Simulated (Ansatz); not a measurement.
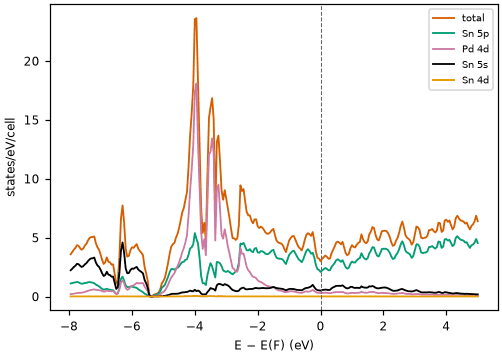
*Total and projected density of states of Sn$_{4}$Pd in space group Ccce (No. 68; Sn on 16i, Pd on 4b), PBEsol in the plane-wave PAW code Ansatz*

Task: Which orbitals carry the states next to the Fermi level?

Result: Within 0.5 eV of the Fermi level: Sn 5p 70 %, Sn 5s 17 %, Pd 4d 9 %. Projections are on Löwdin-orthogonalised atomic valence shells; empty p or d shells of many metals are not among them.

Task: Where is the tallest occupied peak in this window, and what makes it?

Result: Near -3.9 eV, about 24 states/eV per cell; the largest projected share is Pd 4d.

The first step of the workflow began from a Materials Project structure, measured or hypothetical; the Crystallography Open Database files this formula in space group No. 68, but the cells were not matched. Its standing as an ambient phase is unchecked. The cell was relaxed with PBEsol under the symmetry of its start; whether a distortion lowers the energy is not shown. No spin polarisation was allowed. Scalar-relativistic: spin–orbit coupling is off unless named, which matters more the heavier the elements.

Potentials: the later of the program's two PAW sets.
